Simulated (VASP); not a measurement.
Band structure of BN (wurtzite). Level of theory: rev-vdW-DF2, VASP's PBE PAW potentials (set 64) (plane waves; VASP).

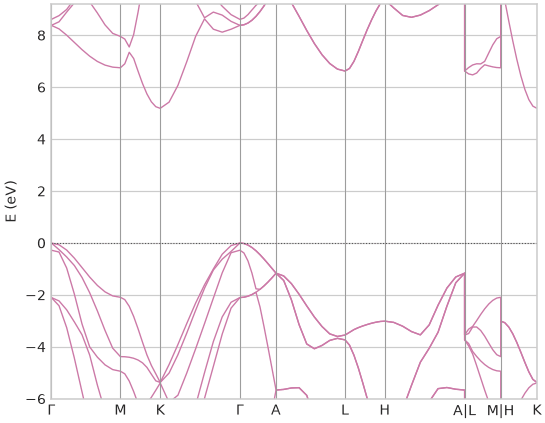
Bands along high-symmetry lines, zero at the valence-band maximum or, without a gap, the Fermi level

**Question.** Read the plot: is there a gap, and where are the band edges?

**Answer.** The gap is indirect, 5.19 eV, from the valence maximum at Γ to the conduction minimum at K. (Edges off the drawn lines would not show.)

The compound is BN in the wurtzite structure, a metastable high-pressure form. It was relaxed first.
